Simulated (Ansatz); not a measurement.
```yaml
atoms:
  - { symbol: Cl, position_ang: [0.0823, 1.8640, 1.1148] }
  - { symbol: Cu, position_ang: [-0.7930, -0.5823, -1.6046] }
  - { symbol: Si, position_ang: [0.4281, -0.0692, 0.5678] }
  - { symbol: Si, position_ang: [-1.3679, -1.5382, 0.4408] }
  - { symbol: H, position_ang: [1.8785, -0.3920, 0.4912] }
```

Geometry: B3LYP-D3(BJ)/def2-SVP.

Computed with isolated molecule in a Gaussian basis; Kohn-Sham density functional theory, functional PBE0 in Ansatz.

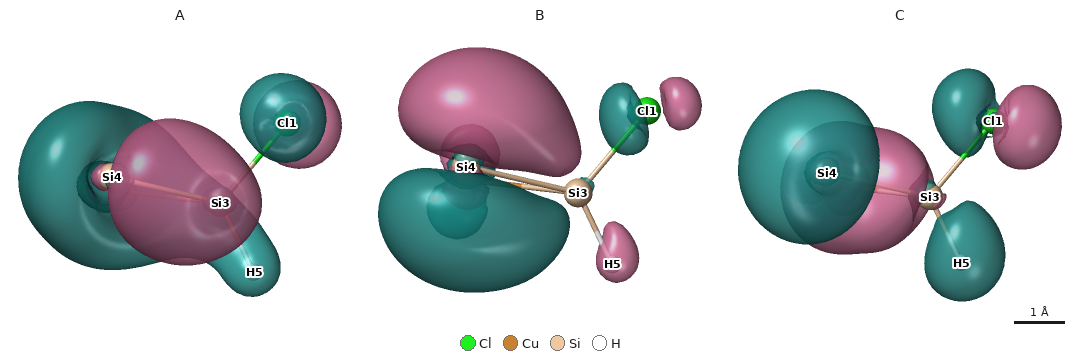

ClCuHSi₂ (charge +1). Three frontier orbitals at ±0.08 Å⁻³ᐟ² (teal and pink are the two phases), in no order.

Question: Order the three orbitals by energy and name them.

Answer: C is the HOMO−1 (−12.49 eV). Its weight (Hirshfeld) is mainly on Si4 (about 45 %), Cu2 (about 25 %), Si3 (about 15 %) and Cl1 (about 10 %). A is the HOMO (−12.09 eV). It lies mainly on Si4 (about 40 %), Cu2 (about 25 %), Si3 (about 25 %) and Cl1 (about 10 %). B is the LUMO (−8.81 eV). It lies mainly on Si4 (about 70 %), Cu2 (about 15 %) and Si3 (about 15 %).

Question: What is the HOMO–LUMO gap?

Answer: 3.28 eV between the orbital energies.
